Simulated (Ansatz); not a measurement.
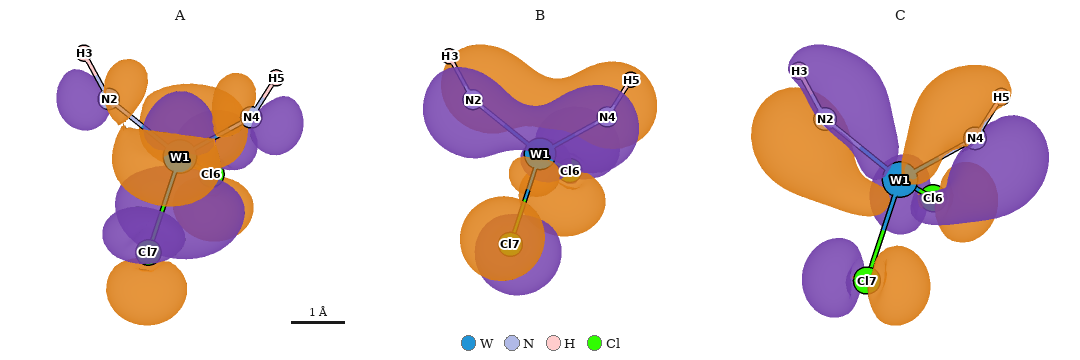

Figure. Cl$_{2}$H$_{2}$N$_{2}$W (W(NH)2Cl2). Three frontier orbitals at ±0.1 Å⁻³ᐟ² (orange and purple are the two phases), in no order.

Geometry: PBE-D4/def2-SVP; core potentials replace the inner electrons of W.

The calculation used RKS PBE0-D4/def2-TZVP (Ansatz).

```yaml
atoms:
  - { symbol: W, position_ang: [-0.4039, 0.0064, -0.2838] }
  - { symbol: N, position_ang: [-0.4013, -0.0155, 1.4727] }
  - { symbol: H, position_ang: [0.0406, -0.0300, 2.3972] }
  - { symbol: N, position_ang: [1.2499, 0.0024, -0.8761] }
  - { symbol: H, position_ang: [2.2696, -0.0058, -0.7738] }
  - { symbol: Cl, position_ang: [-1.3644, 1.9942, -0.9437] }
  - { symbol: Cl, position_ang: [-1.3904, -1.9517, -0.9925] }
```

Which picture is the HOMO−1, the HOMO and the LUMO?

Answer. B is the HOMO−1 (−8.60 eV). It lies mainly on N2 (about 25 %), N4 (about 25 %), Cl7 (about 15 %), Cl6 (about 15 %) and W1 (about 15 %); largely a combination of lone pairs on N2, N4, Cl7 and Cl6. C is the HOMO (−8.24 eV). By Hirshfeld shares it lies mainly on N2 (about 30 %), N4 (about 30 %), W1 (about 15 %), Cl6 (about 10 %) and Cl7 (about 10 %); largely a combination of lone pairs on N2, N4, Cl6 and Cl7. A is the LUMO (−2.48 eV). It lies mainly on W1 (about 60 %), Cl6 (about 15 %), Cl7 (about 15 %), N2 (about 5 %) and N4 (about 5 %).

What is the HOMO–LUMO gap?

Answer. 5.76 eV between the orbital energies.
